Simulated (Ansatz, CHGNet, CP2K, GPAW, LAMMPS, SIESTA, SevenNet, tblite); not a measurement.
# CP2K runs on annealed particle of LiCl with 30 % Na on Li sites (108 atoms)

Aim: run annealed particle of LiCl with 30 % Na on Li sites (108 atoms) in CP2K and see how near its forces come to a plane-wave reference, and at what cost.

Calculated with CP2K 2026.2; the method is named at each step.

## 1. Set-up

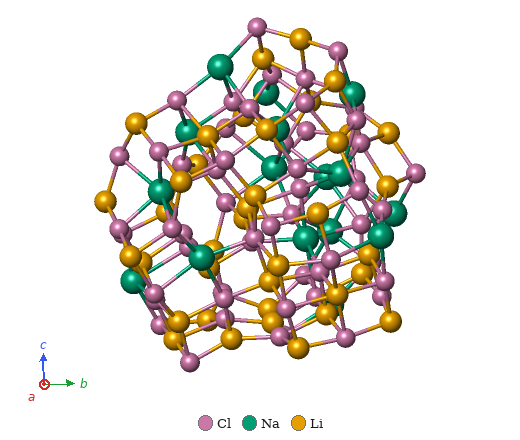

Start, viewed slightly off an axis; chlorine pink, sodium teal, lithium orange.

The cell holds 108 atoms: 54 Cl, 16 Na and 38 Li. Cell: a = 24.972 Å, b = 24.628 Å, c = 24.947 Å, α = 90.0°, β = 90.0°, γ = 90.0°. It derives from LiCl (rocksalt LiCl). 1 sphere(s) of radius 7.77 Å cut from rocksalt LiCl (a = 5.25 Å), 30 % of Li replaced at random by Na, in vacuum, ions removed to neutrality; annealed 20 ps at 610 K with the Lennard-Jones and Coulomb ion parameters for SPC/E (Joung and Cheatham, J. Phys. Chem. B 112, 9020 (2008)), full charges, cooled to 300 K. Vacuum lies along a, b and c.

The yardstick, on the same geometry:

```
method                                           : Kohn-Sham DFT, PBE, PAW, plane waves (Ansatz 0.2.0); cutoff 420 eV, Γ point, fermi-dirac smearing of 0.05 eV; PAW set soft_2
r.m.s. force component                           : 0.1993 eV/Å
longest force                                    : 0.9358 eV/Å
gap (highest filled to lowest empty level) : 4.443 eV
SCF cycles                                       : 7
time                                             : 68 s on 16 threads of Arm Neoverse V2, shared host
CPU time                                         : 17 min
```

## 2. GFN1-xTB, diagonalisation

Method: GFN1-xTB tight binding (the program's own implementation), diagonalisation.

The input, input.inp:

```
&GLOBAL
  PROJECT cell
  RUN_TYPE ENERGY_FORCE
  PRINT_LEVEL LOW
&END GLOBAL
&FORCE_EVAL
  METHOD QS
  &DFT
    &QS
      METHOD XTB
      &XTB
        GFN_TYPE 1
        DO_EWALD T
        CHECK_ATOMIC_CHARGES F
      &END XTB
    &END QS
    &SCF
      SCF_GUESS ATOMIC
      EPS_SCF 1.0E-06
      MAX_SCF 200
      ADDED_MOS 81
      &DIAGONALIZATION
        ALGORITHM STANDARD
      &END DIAGONALIZATION
      &SMEAR ON
        METHOD FERMI_DIRAC
        ELECTRONIC_TEMPERATURE [K] 580
      &END SMEAR
      &MIXING
        METHOD BROYDEN_MIXING
        ALPHA 0.15
        NBROYDEN 8
      &END MIXING
      &PRINT
        &RESTART OFF
        &END RESTART
      &END PRINT
    &END SCF
    &PRINT
      &MULLIKEN ON
      &END MULLIKEN
    &END PRINT
  &END DFT
  &SUBSYS
    &CELL
      A 24.97242 0.00000 0.00000
      B 0.00000 24.62796 0.00000
      C 0.00000 0.00000 24.94686
    &END CELL
    &TOPOLOGY
      COORD_FILE_NAME structure.xyz
      COORD_FILE_FORMAT XYZ
    &END TOPOLOGY
  &END SUBSYS
  &PRINT
    &FORCES ON
    &END FORCES
  &END PRINT
&END FORCE_EVAL
```

The input, structure.xyz:

```xyz
108

Cl 8.52384 17.43561 9.34759
Cl 10.57832 19.66518 13.80310
Na 9.21507 18.58918 11.78165
Cl 14.65756 17.83951 12.30604
Li 9.44782 11.24390 11.76120
Na 17.45472 17.63387 11.20937
Cl 7.89828 16.79701 13.43463
Li 6.14971 12.43343 7.06545
Cl 6.30079 10.17283 7.93934
Na 7.25723 15.48976 10.87034
Cl 6.14297 14.21821 8.68924
Na 7.17582 12.83560 14.04982
Na 8.17472 15.41144 7.31192
Cl 11.90435 11.48525 10.75833
Li 10.84327 16.88862 8.95942
Cl 16.10671 17.81094 8.89356
Li 14.07296 17.13613 10.10273
Cl 11.48107 16.88641 11.43140
Na 12.08565 14.13202 10.84889
Cl 10.85976 14.58566 7.89768
Cl 18.37321 16.59826 13.50897
Li 18.78176 14.52680 12.48391
Li 8.09206 9.35542 6.73091
Li 13.12775 15.00680 7.17247
Cl 8.18921 13.06267 5.88496
Cl 13.23289 12.69621 6.14167
Li 14.82762 18.09170 6.83045
Cl 12.74892 17.76341 7.96004
Li 10.48367 12.44820 6.66056
Cl 18.33076 15.12107 10.16011
Li 6.83220 16.58348 15.55811
Cl 8.53333 12.80679 18.71838
Li 9.75323 14.59478 17.44359
Na 5.97190 12.57799 17.70454
Cl 5.83031 14.51252 15.74920
Li 10.24943 18.39142 15.80558
Cl 8.84773 16.80464 17.00478
Li 12.53091 18.19169 13.32437
Cl 12.00899 14.32535 18.69268
Na 10.52088 15.29273 13.75395
Cl 12.39981 16.92606 15.48676
Na 13.12426 12.80161 16.32473
Cl 9.53172 13.26954 15.40419
Na 13.49959 16.54925 17.95600
Cl 15.91967 16.63323 16.83289
Li 7.73646 9.04289 14.34020
Cl 9.92354 8.22623 14.52306
Li 9.29723 11.34413 16.79023
Cl 15.73013 11.49436 11.16896
Li 13.69512 11.27296 12.55226
Cl 7.07219 10.51959 16.07725
Li 10.82305 7.39085 12.26612
Cl 7.17133 10.42378 12.42428
Li 14.71500 12.22113 8.96989
Cl 13.20916 13.87909 13.38299
Na 15.05612 15.83405 14.18304
[... 48 atom lines left out ...]
Li 16.71804 5.35535 10.50138
Cl 17.17978 7.41597 11.85575
Cl 15.50013 6.51360 8.56451
Na 15.56181 8.87592 10.27461
```

The run is started by

```bash
$ OMP_NUM_THREADS=1 cp2k.psmp -i input.inp > output.txt
```

Numbers of over 12 decimals in the logs are rounded to 6 here.

What it wrote:

```text
CP2K| version string:                                       CP2K version 2026.2
 CP2K| Input file name                                                 input.inp
 GLOBAL| Basis set file name                                           BASIS_SET
 GLOBAL| Potential file name                                           POTENTIAL
 GLOBAL| Run type                                                   ENERGY_FORCE
 GLOBAL| Total number of message passing processes                             1
 GLOBAL| Number of threads for this process                                    1
                  #####   #####        #          ####### ######
                 #     # #     #      #              #    #     #
                 #     # #           #    ##   ##    #    #     #
                 #     #  #####     #      ## ##     #    ######
                 #   # #       #   #        ###      #    #     #
                 #    #  #     #  #        ## ##     #    #     #
                  #### #  #####  #        ##   ##    #    ######
                                   GFN1-xTB
                                 Version 1.1
                            J. Hutter and A. Hehn
 EWALD| Summation is done by:                                               SPME
 EWALD| Alpha parameter [       ANGSTROM^-1]                              0.3500
 EWALD| Real Space Cutoff [          ANGSTROM]                            9.6398
 EWALD| G-space max. Miller index                         75        75        75
 EWALD| Spline interpolation order                                             6
 TOTAL NUMBERS AND MAXIMUM NUMBERS
  Total number of            - Atomic kinds:                                   3
                             - Atoms:                                        108
                             - Shell sets:                                   270
                             - Shells:                                       270
                             - Primitive Cartesian functions:               1620
                             - Cartesian basis functions:                    756
                             - Spherical basis functions:                    702
  Maximum angular momentum of the orbital basis functions:                     2
 SCF PARAMETERS         Density guess:                                    ATOMIC
                        max_scf:                                             200
                        eps_scf:                                        1.00E-06
                        added MOs                                        81    0
                        Mixing method:                            BROYDEN_MIXING
                                                charge density mixing in g-space
                        Smear method:                                FERMI_DIRAC
                        Electronic temperature [K]:                        580.0
                        Electronic temperature [a.u.]:                  1.84E-03
                        Accuracy threshold:                             1.00E-10
 Extrapolation method: initial_guess
 Number of electrons:                                                        432
 Number of occupied orbitals:                                                216
 Number of molecular orbitals:                                               297
 Number of orbital functions:                                                702
 Number of independent orbital functions:                                    702
 SCF WAVEFUNCTION OPTIMIZATION
  Step     Update method      Time    Convergence         Total energy    Change
     1 NoMix/Diag. 0.15E+00    0.3     0.06438007      -254.1629179609 -2.54E+02
     2 Mixing/Diag.0.15E+00    0.3     0.08857217      -254.2821491214 -1.19E-01
     3 Broy./Diag. 0.15E+00    0.3     0.08702397      -254.1032824925  1.79E-01
     4 Broy./Diag. 0.15E+00    0.3     0.00872377      -254.0010452279  1.02E-01
     5 Broy./Diag. 0.15E+00    0.3     0.02719746      -254.1204658588 -1.19E-01
     6 Broy./Diag. 0.15E+00    0.3     0.00614261      -254.2253943101 -1.05E-01
     7 Broy./Diag. 0.15E+00    0.3     0.00762899      -254.2464321483 -2.10E-02
     8 Broy./Diag. 0.15E+00    0.3     0.00109536      -254.2564476301 -1.00E-02
[...]
20 Broy./Diag. 0.15E+00    0.3     0.00000623      -254.2591528447  7.55E-06
    21 Broy./Diag. 0.15E+00    0.3     0.00000865      -254.2591565152 -3.67E-06
    22 Broy./Diag. 0.15E+00    0.3     0.00000034      -254.2591547913  1.72E-06
  *** SCF run converged in    22 steps ***
  Core Hamiltonian energy:                                   -254.538771
  Repulsive potential energy:                                   0.098910
  Electronic energy:                                            0.360195
  DFTB3 3rd order energy:                                       0.069776
  Dispersion energy:                                           -0.249266
  Correction for halogen bonding:                               0.000000
  Electronic entropic energy:                                  -0.000000
  Fermi energy:                                                -0.344900
  Total energy:                                              -254.259155
  Total energy (extrapolated to T->0):                       -254.259155
 MULLIKEN POPULATION ANALYSIS
  # Atom   Element   Kind        Atomic population                    Net charge
       1     Cl         1                 7.605385                     -0.605385
       2     Cl         1                 7.542942                     -0.542942
       4     Cl         1                 7.522844                     -0.522844
       7     Cl         1                 7.580118                     -0.580118
       9     Cl         1                 7.395408                     -0.395408
      11     Cl         1                 7.617201                     -0.617201
[...]
100     Li         3                 0.545642                      0.454358
     102     Li         3                 0.567007                      0.432993
     105     Li         3                 0.527477                      0.472523
 # Total charge                         432.000000                     -0.000000
 ENERGY| Total FORCE_EVAL ( QS ) energy [hartree]           -254.259161
 FORCES| Atomic forces [hartree/bohr]
 FORCES|   Atom     x               y               z               |f|
 FORCES|      1  5.49308121E-03 -3.94017651E-03 -7.96864818E-04   6.80690279E-03
 FORCES|      2  2.67978829E-03 -1.06900749E-02  6.18264465E-03   1.26366159E-02
 FORCES|      3  2.29771062E-03 -4.28577861E-03  6.60512823E-04   4.90750951E-03
 FORCES|      4 -2.45150472E-03 -2.53401730E-03 -8.59595257E-04   3.62905264E-03
 FORCES|      5  2.17647270E-03  1.08537258E-03 -3.31276735E-03   4.10968302E-03
 FORCES|      6 -3.74578800E-03 -4.79657750E-03  1.36560867E-03   6.23722458E-03
[...]
FORCES|    106  1.02373058E-03 -3.31671929E-03  5.63834197E-03   6.62114426E-03
 FORCES|    107 -2.35678072E-03  3.43633281E-04  6.83137363E-03   7.23465029E-03
 FORCES|    108 -1.96761595E-03  5.42423314E-05 -1.37350279E-03   2.40020096E-03
 FORCES| Sum    -3.59521440E-16 -1.56043798E-16  8.73866951E-17
 FORCES| Total atomic force                                       4.01549209E-16
```

Wall time 7.4 s (1 thread of Arm Neoverse V2, shared host); peak memory 0.65 GiB.

Banners, paths, timers and routine set-up lines are dropped from the logs unmarked, and long logs keep their key lines alone; longer cuts are marked.

Compared with the plane-wave run:

| Item | Value |
| --- | --- |
| r.m.s. force component | 0.2226 eV/Å |
| r.m.s. difference of force components | 138.6 meV/Å |
| longest difference of force vectors | 497.9 meV/Å |
| force difference over r.m.s. force | 69.53 % |
| slope of forces against the reference's | 0.8822 |
| correlation of force components | 0.7898 |

Length of the force difference by element (eV/Å):

```tsv
element	atoms	mean	most
Cl	54	0.29	0.50
Li	38	0.12	0.25
Na	16	0.090	0.16
```

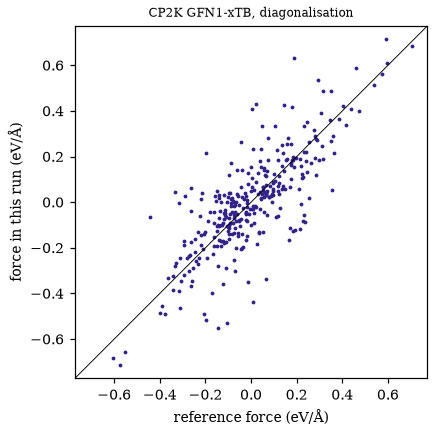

Force components against those of the reference; the line marks equality.

A closer look about Cl92, which has 5 bonded neighbours where the commonest count for Cl is 4: 12 atoms, nearest first, numbered in the order of the input, with positions taken from that point.

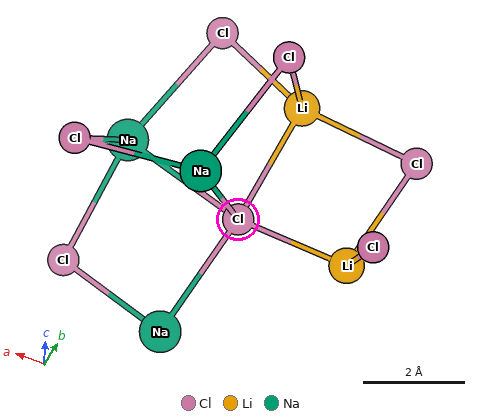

The atoms of the table, within 4.0 Å (arrows a, b, c point along x, y, z); some may hide others; the central atom is ringed.

```tsv
atom	x	y	z	distance (Å)	bonds	Mulliken charge (e)	Fx	Fy	Fz (eV/Å)
Cl92	0.00	0.00	0.00	0.00	5	-0.53	-0.14	0.14	0.12
Li48	-2.14	0.57	-0.84	2.37	4	0.41	-0.14	0.22	0.07
Li86	-0.59	1.54	2.04	2.62	4	0.41	0.13	0.12	-0.35
Na90	0.60	-2.26	-1.40	2.72	4	0.68	-0.01	0.09	-0.19
Na42	1.68	2.03	-1.31	2.94	4	0.69	-0.03	-0.13	-0.10
Na94	2.19	-0.67	1.86	2.95	4	0.68	-0.05	0.20	-0.26
Cl32	-2.91	2.04	1.08	3.71	4	-0.50	0.42	-0.03	-0.06
Cl39	0.57	3.55	1.06	3.75	5	-0.48	-0.19	-0.09	-0.16
Cl95	2.52	-2.85	0.30	3.82	4	-0.56	0.16	-0.17	-0.17
Cl43	-1.91	2.50	-2.23	3.85	4	-0.54	0.22	0.03	0.17
Cl103	3.87	0.67	-0.12	3.92	4	-0.55	0.04	-0.08	-0.11
Cl88	1.08	1.23	3.69	4.04	3	-0.51	0.02	0.26	-0.52
```

Forces lie 70 % from the reference's, at 0.0074 times its CPU time (on 1 against 16 cores).

[end of part 1 of 2]

[Also dropped from logs without a mark: logging warnings of Python, and SIESTA's first energy breakdown and zero terms.]

[Logs are printed without paths, hosts, clocks, repeated set-up lines and the standing remarks that a program may print on its own settings, such as how far it seeks lower states.]

[Hosts, paths, dates, database ids (printed as entryN), source tags and the programs' standing remarks are cut or masked in the printed files.]
